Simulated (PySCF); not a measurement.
**C₆H₆N₂OS, SMILES `N#CCCC(=S)OCC#N`: what the electrons do**

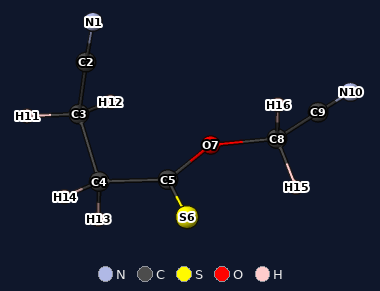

The molecule, with its atoms numbered as below. No frequency check shows the geometry to be a minimum.

Geometry (Å), atoms numbered from 1:

```
N1       2.0283   -1.7101    1.6141
C2       1.9530   -1.5111    0.4919
C3       1.8301   -1.2260   -0.9171
C4       1.5765    0.2737   -1.1359
C5       0.3943    0.7661   -0.3495
S6       0.3712    2.2113    0.3958
O7      -0.6193   -0.0917   -0.3464
C8      -1.7824    0.2557    0.3914
C9      -2.8494   -0.6530    0.0339
N10     -3.6921   -1.3651   -0.2576
H11      2.7501   -1.5267   -1.4238
H12      0.9984   -1.8146   -1.3135
H13      1.3863    0.4507   -2.1989
H14      2.4479    0.8617   -0.8440
H15     -2.0786    1.2911    0.1643
H16     -1.5756    0.1839    1.4689
```

### 1. Bonding charge

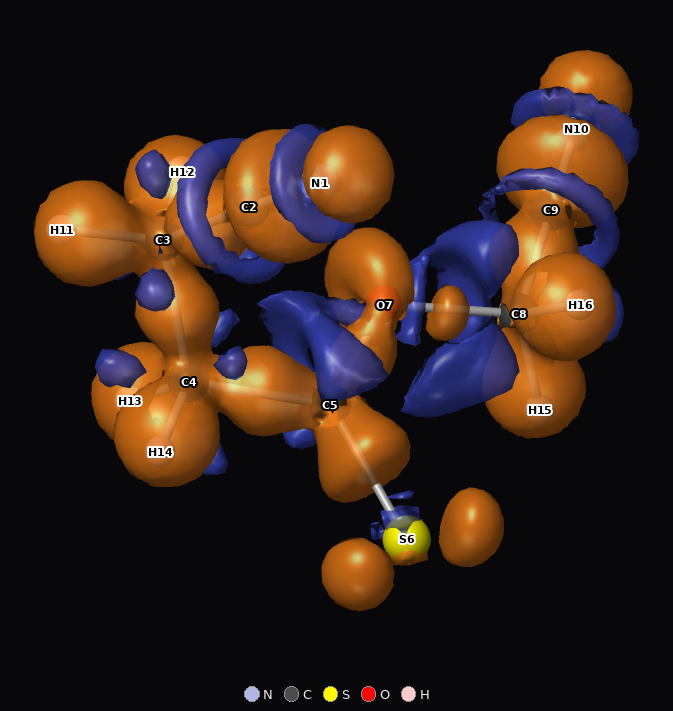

Deformation density (molecule less spherical, spin-averaged free atoms at the same positions), surfaces at ±0.1 e/Å³; orange: gain, blue: loss.

Method: TPSSh/def2-SVP; geometry: GFN2-xTB; program: PySCF.

> How much density has each bond gained at its critical point, relative to the free atoms?

The five largest and four smallest: N1–C2: +0.86 e/Å³ at the bond critical point (bond length 1.14 Å, Mayer order 3.0). C9–N10: +0.85 e/Å³ at the bond critical point (bond length 1.14 Å, Mayer order 3.0). C8–H15: +0.75 e/Å³ at the bond critical point (bond length 1.10 Å, Mayer order 0.9). C8–H16: +0.74 e/Å³ at the bond critical point (bond length 1.10 Å, Mayer order 0.9). C4–H14: +0.71 e/Å³ at the bond critical point (bond length 1.09 Å, Mayer order 0.9). C3–C4: +0.42 e/Å³ at the bond critical point (bond length 1.54 Å, Mayer order 1.1). C5–O7: +0.20 e/Å³ at the bond critical point (bond length 1.33 Å, Mayer order 1.2). O7–C8: +0.05 e/Å³ at the bond critical point (bond length 1.42 Å, Mayer order 0.9); up to 0.6 Å beside the axis the gain reaches +0.28 e/Å³. C5–S6: +0.05 e/Å³ at the bond critical point (bond length 1.63 Å, Mayer order 1.8); up to 0.6 Å beside the axis the gain reaches +0.50 e/Å³. In all, 3.8 electrons gather in the regions of gain relative to the promolecule. A small or negative value marks a very polar bond, one between electron-rich atoms, whose free-atom densities already overlap strongly, a long bond to a heavier atom, or a closed-shell contact such as a hydrogen bond.

### 2. Bond critical points

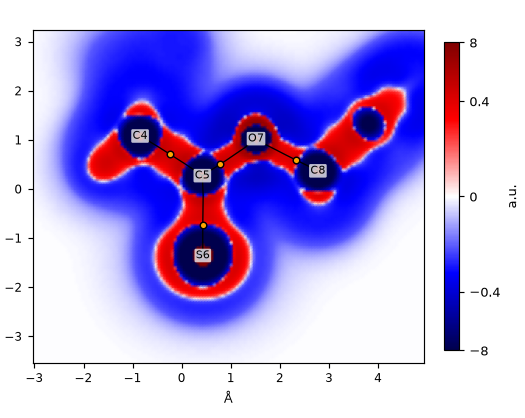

Negative Laplacian of the density (−∇²ρ) in the plane of C4, C5, S6, O7 and C8 (red positive, blue negative, colour scale in a.u., logarithmic beyond ±0.04), with bond paths and bond critical points (dots).

> At which bond critical points in this plane is charge locally concentrated, and at which depleted?

Concentrated (∇²ρ < 0): C5–O7 (−0.07 a.u.); C4–C5 (−0.63 a.u.); O7–C8 (−0.36 a.u.). Depleted (∇²ρ > 0): C5–S6 (+0.41 a.u., H = −0.255).

> Where along C5–O7 does the critical point lie?

0.44 Å from C5 and 0.89 Å from O7.

### 3. Local ionisation energy

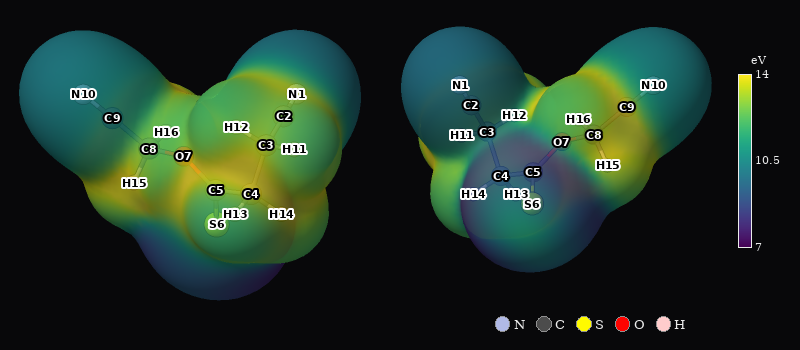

Average local ionisation energy on the surface of electron density 0.001 a.u. (back view left, front view right).

> Where are the most loosely bound electrons on this surface?

The lowest value is 7.7 eV, about equally far (2.2 Å) from S6 and H14. Further minima include 8.2 eV, about equally far (2.2 Å) from S6 and H15; 9.8 eV, 1.8 Å from N1; 12.0 eV, 1.3 Å from H13. For comparison, the highest occupied orbital lies at −6.5 eV.

> What volume does the surface enclose, and what is the dipole moment?

About 185 Å³; the dipole moment is 3.8 D.

### 4. Removing or adding an electron

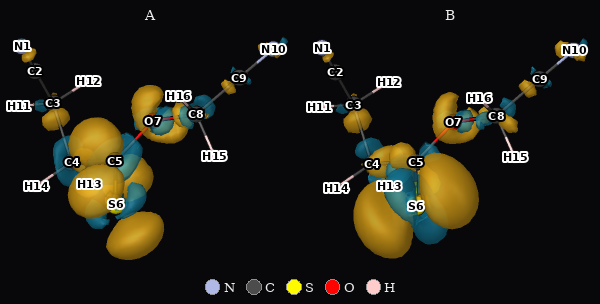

The two Fukui functions at ±0.04 e/Å³ (yellow positive, teal negative).

Method: ωB97X/6-31G*; geometry: GFN2-xTB; program: PySCF.

> Which panel is f⁻ (electron removed) and which f⁺ (electron added)?

A is f⁺, B is f⁻. f⁻ (Hirshfeld-condensed) is largest on S6 (0.55); the vertical ionisation energy is 9.34 eV (the stability of the cation's solution wasn't checked). f⁺ (Hirshfeld-condensed) is largest on S6 (0.39); the vertical electron affinity is 0.02 eV (the stability of the anion's solution wasn't checked; rough: the basis has no diffuse functions).

> What chemical potential and hardness follow from the two energies?

μ = −(I + A)/2 = −4.68 eV and η = I − A = 9.32 eV.

### 5. Localised orbitals

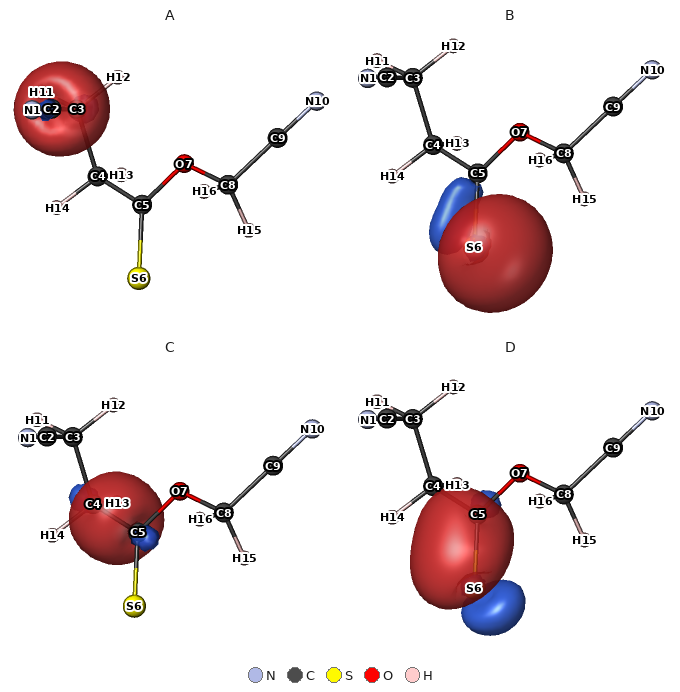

Foster–Boys orbitals, occupied; each surface holds about 85 % of the orbital's density. Energies are diagonal elements of the Fock matrix.

Method: HF/def2-SVP; geometry: GFN2-xTB; program: PySCF.

> Identify each orbital.

By panel:
- A: σ bond C2–C3 (C2 54 %, C3 46 %; −23.1 eV)
- B: lone pair on S6 (sp1.6-type) (S6 97 %; −14.9 eV)
- C: σ bond C5–C4 (C5 52 %, C4 47 %; −22.2 eV)
- D: bent (banana) bond S6–C5 (S6 57 %, C5 42 %; −18.0 eV)

> Which has the smallest and which the largest spatial spread?

Smallest: A (0.78 Å); largest: D (1.06 Å).

> How do all the valence pairs divide up?

26 pairs: 12 σ bonds, 8 bent bonds and 6 lone pairs.
